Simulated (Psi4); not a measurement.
Interaction energy of HCl ··· H4Si (SMILES Cl and [SiH4]). Monomers: optimised at B3LYP-D3(BJ) (def2-TZVP), held rigid. Orientation: a random orientation, not optimised. Only R, the distance of the centres of mass, is varied, so the lowest point isn't the relaxed dimer.

Geometry at R = 4.35 Å (first 2 atoms: monomer A):
```
7

Cl     0.6410     0.0000     0.0000
H     -0.6410     0.0000     0.0000
Si    -2.1103     0.9947     3.2492
H     -0.8790     1.0259     2.4280
H     -2.1808     2.2182     4.0795
H     -2.0878    -0.1969     4.1272
H     -3.2936     0.9317     2.3620
```

Methods: SAPT0/jun-cc-pVDZ, frozen core (Psi4); PBE/def2-TZVP, counterpoise-corrected (Psi4); MP2/aug-cc-pVTZ = DF-MP2/aug-cc-pVTZ, frozen core, counterpoise-corrected (Psi4); CCSD(T)/aug-cc-pVDZ = Psi4 1.11 with DF-CCSD(T)/aug-cc-pVDZ, frozen core, counterpoise-corrected.

Cost and agreement with CCSD(T)/aug-cc-pVDZ over the 12 points of the scan, with CCSD(T)/aug-cc-pVDZ as yardstick. Costs are rough ratios of core time within Psi4 on shared cores, each with its mean field (Kohn-Sham runs search longer for lower solutions than correlated ones do); the miss is the largest difference from CCSD(T) of the interaction energy, in kcal/mol.

Which is the cheapest of these levels that stays within 0.58 kcal/mol of CCSD(T)/aug-cc-pVDZ?

SAPT0/jun-cc-pVDZ.

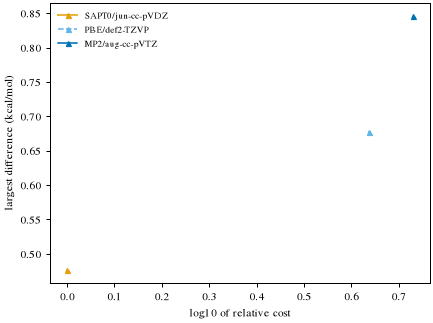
Miss against cost, one point a level.

```tsv
level	relative cost	largest difference
SAPT0/jun-cc-pVDZ	1	0.48
PBE/def2-TZVP	4	0.68
MP2/aug-cc-pVTZ	5	0.85
```

Costs within a factor of two of each other count as equal.
